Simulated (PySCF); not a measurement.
C5H9PSi (SMILES [SiH3]C1=CP1C1CC1)

```xyz
16

Si    2.6564    0.5725    0.0685
C     1.2751   -0.6167    0.4741
C     0.6367   -1.7134    0.1295
P    -0.0393   -1.0982    1.7048
C    -1.4897   -0.0846    1.1234
C    -2.0672   -0.2321   -0.2534
C    -1.3501    1.0223    0.1218
H     3.7563    0.3075    0.9947
H     2.1591    1.9406    0.2262
H     3.0599    0.3318   -1.3195
H     0.5904   -2.4972   -0.5952
H    -2.1946    0.0770    1.9329
H    -1.5678   -0.9053   -0.9373
H    -3.1403   -0.2091   -0.3722
H    -0.3729    1.1862   -0.3127
H    -1.9196    1.9278    0.2705
```

Geometry: GFN2-xTB.

The calculation used PBE0/pcSseg-1, SCF density, gas phase, non-relativistic (PySCF).

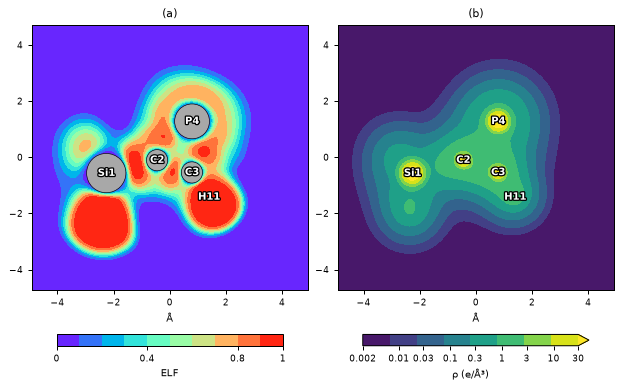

Figure 1. (a) electron localisation function; (b) electron density on the plane of atoms C2, C3 and H11. Grey discs cover the atomic cores in the ELF map.

Read the bonding off the picture.

- The section cuts through Si, C, P and H sites.
- C–C (1.31 Å): the density is about 2.3 e/Å³ at the midpoint; the ELF peaks at about 0.90 between the atoms; a multiple bond.
- C–P (1.82 Å): ρ is about 1 e/Å³ halfway; the ELF peaks at about 0.80 between the atoms: a shared electron pair.
- C–Si (1.87 Å): the density is about 0.91 e/Å³ at the midpoint; the ELF peaks at about 0.95 between the atoms; a covalent bond.
- C–H (1.07 Å): the density is about 2 e/Å³ at the midpoint; the ELF climbs to about 1 towards the hydrogen, as it does in any bond to H: a covalent bond by its length.
- C–P (1.86 Å): ρ is about 0.94 e/Å³ halfway; the ELF peaks at about 0.75 between the atoms, as expected for a shared electron pair.
- The ELF also peaks beside P4, away from the bonds: lone-pair regions.

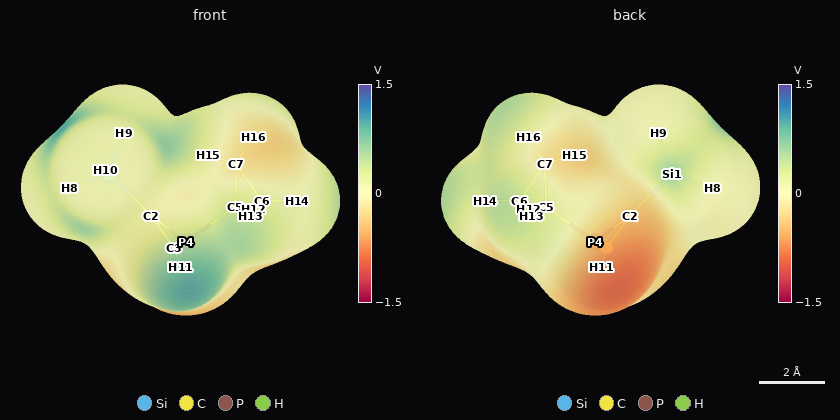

Figure 2. The molecular electrostatic potential painted on the density surface at 0.001 e/bohr³, seen from the front and from behind; red is negative and blue positive.

Which sites attract a positive test charge, and which a negative one?

A positive charge is drawn to the negative regions and a negative charge to the positive ones. The most negative region (about −0.9 V) lies over P4, the most positive (about +1.0 V) over Si1 and H11.
